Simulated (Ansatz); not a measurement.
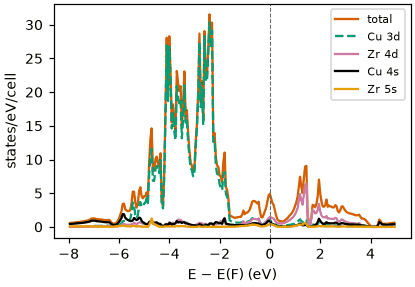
*Total and projected density of states of ZrCu5 in space group F-43m (No. 216; Zr on 4a, Cu on 4d, Cu on 16e), DFT-PBEsol in the program Ansatz with PAW potentials*

**Question.** Which orbitals carry the states next to the Fermi level?

**Answer.** Within 0.5 eV of the Fermi level: Zr 4d 34 %, Cu 3d 23 %, Cu 4s 15 %, Zr 5s 7 %, outside the projected shells 21 %. Projections are on Löwdin-orthogonalised atomic valence shells; empty p or d shells of many metals are not among them.

**Question.** Where is the tallest occupied peak in this window, and what makes it?

**Answer.** Near -2.4 eV, about 32 states/eV per cell; the largest projected share is Cu 3d.

The workflow started from a Materials Project entry (that database holds measured and hypothetical structures alike); the Crystallography Open Database files this formula in space group No. 216, but the cells were not matched. Its standing as an ambient phase is unchecked. The PBEsol relaxation kept the symmetry of its start; whether a distortion lowers the energy is not shown. No spin polarisation was allowed. Spin–orbit coupling is left out wherever it is not named.

Potentials: the later of the program's two PAW sets.
